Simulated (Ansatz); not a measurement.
## Convergence study of the k-point mesh for Na2H4Pd (I4mm, 7 atoms in the cell)

```yaml
crystal:
  lattice:
    - [-2.65012, 2.65012, 3.25943]
    - [2.65012, -2.65012, 3.25943]
    - [2.65012, 2.65012, -3.25943]
  atoms:
    - { symbol: Na, position: [0.75000, 0.25000, 0.50000] }
    - { symbol: Na, position: [0.25000, 0.75000, 0.50000] }
    - { symbol: H, position: [0.22018, 0.22018, 0.44036] }
    - { symbol: H, position: [0.77982, 0.77982, 0.55964] }
    - { symbol: H, position: [0.22018, 0.77982, 0.00000] }
    - { symbol: H, position: [0.77982, 0.22018, 0.00000] }
    - { symbol: Pd, position: [0.00767, 0.00767, 0.00000] }
```

Level of theory: LDA (PW92), default PAW files made with PBE (plane waves; Ansatz, an electronic-structure program).

Base settings: basis.ecutwfc = 420 eV; kpoints.mp_grid.grid = 7 7 7; hamiltonian.xc = lda; hamiltonian.pseudopotentials = {kind: paw} (the program's default PAW files); scf.occupations.method = fixed.

Only quantities that move along the ladder and can be compared are tabulated.

The count of work is k-points × plane waves × bands × iterations; it is no time. Core times come from one kind of shared machine, to one figure; runs under 30 s give none.

The starting cell comes from a database of computed structures (which also holds hypothetical and non-ambient phases and stackings), without a prior relaxation at this level. Its lattice was rescaled by up to half a per cent. One atom was moved a little off its site on purpose.

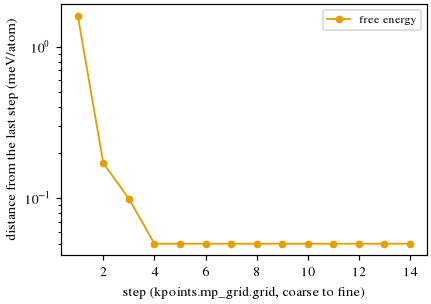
Figure. Distance from the last step along the ladder; very small values are drawn at a floor.

| kpoints.mp_grid.grid | free energy less the last step's (meV/atom) | largest difference of a force vector from the last step's (eV/Å) | gap on the mesh (eV) | count of work / last | core time / last (rough) |
|---|---|---|---|---|---|
| 2 2 2 | 1.61 | 0.028 | 2.108 | 0.0073 | – |
| 3 3 3 | 0.17 | 0.001 | 2.886 | 0.011 | – |
| 4 4 4 | 0.10 | 0.000 | 2.088 | 0.024 | – |
| 5 5 5 | 0.01 | 0.000 | 2.384 | 0.033 | – |
| 6 6 6 | 0.00 | 0.000 | 2.088 | 0.055 | – |
| 7 7 7 | 0.00 | 0.000 | 2.240 | 0.073 | – |
| 8 8 8 | 0.00 | 0.000 | 2.088 | 0.11 | – |
| 9 9 9 | 0.00 | 0.000 | 2.180 | 0.14 | – |
| 10 10 10 | 0.00 | 0.000 | 2.088 | 0.19 | – |
| 11 11 11 | 0.00 | 0.000 | 2.150 | 0.23 | – |
| 13 13 13 | 0.00 | 0.000 | 2.132 | 0.36 | 0.4 |
| 14 14 14 | 0.00 | 0.000 | 2.088 | 0.44 | 0.4 |
| 16 16 16 | 0.00 | 0.000 | 2.088 | 0.63 | 0.7 |
| 17 17 17 | 0.00 | 0.000 | 2.114 | 0.74 | 0.7 |
| 19 19 19 | 0.00 | 0.000 | 2.109 | 1.0 | 1 |

Coarsest kpoints.mp_grid.grid that holds the free energy within 0.5 meV/atom of the last step, with all finer ones: 3 3 3, at 0.011 of the last step's count of work; the step before is off by 1.6 meV/atom.

Coarsest kpoints.mp_grid.grid that holds the forces within 0.01 eV/Å of the last step, with all finer ones: 3 3 3, at 0.011 of the last step's count of work; the step before is off by 0.028 eV/Å.

The gap on the mesh jumps up and down from mesh to mesh; it is no smooth measure of convergence.

Keys are those of Ansatz 0.2.
